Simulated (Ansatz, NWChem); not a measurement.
BOF (fluoro(oxo)borane): the energy, rung by rung

BOF: 3 atoms, total charge 0, spin state singlet. As SMILES, `O=BF`. Geometry: relaxed at PBE0-D4/def2-TZVP.

```xyz
3

O     0.9831   -0.5651    0.4799
B     0.0203   -0.0116    0.0099
F    -1.0034    0.5768   -0.4898
```

Each level gives the energy change with the O1–B2 bond stretched from 1.206 to 2.653 Å (eV). The values are calculated.

```json
{"level": "HF/cc-pVTZ (restricted)", "kind": "Hartree–Fock", "program": "NWChem", "value (eV)": "8.27", "CPU time (all runs)": "39 s"}
{"level": "revPBE/cc-pVTZ (restricted)", "kind": "GGA", "program": "Ansatz", "value (eV)": "9.16", "CPU time (all runs)": "7 s"}
{"level": "r2SCAN/cc-pVTZ (restricted)", "kind": "meta-GGA", "program": "Ansatz", "value (eV)": "9.67", "CPU time (all runs)": "12 s"}
{"level": "BHLYP/cc-pVTZ (restricted)", "kind": "global hybrid", "program": "NWChem", "value (eV)": "9.27", "CPU time (all runs)": "23 s"}
{"level": "CAM-B3LYP/cc-pVTZ (restricted)", "kind": "range-separated hybrid", "program": "NWChem", "value (eV)": "9.52", "CPU time (all runs)": "84 s"}
{"level": "B2PLYP/cc-pVTZ (restricted)", "kind": "double hybrid", "program": "NWChem", "value (eV)": "9.59", "CPU time (all runs)": "20 s"}
{"level": "RPA@PBE0/cc-pVTZ (restricted)", "kind": "RPA", "program": "Ansatz", "value (eV)": "8.94", "CPU time (all runs)": "11 s"}
{"level": "CCSD/cc-pVTZ (restricted)", "kind": "coupled cluster or CI", "program": "NWChem", "value (eV)": "9.09", "CPU time (all runs)": "5.9 min"}
```

The first shape isn't each level's own minimum. The values span 8.27 to 9.67 eV. CPU times are rough (shared hosts, several kinds of processor and program).

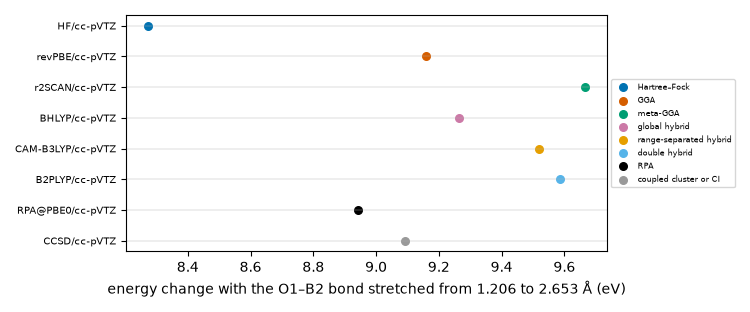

The values of the table, level by level.
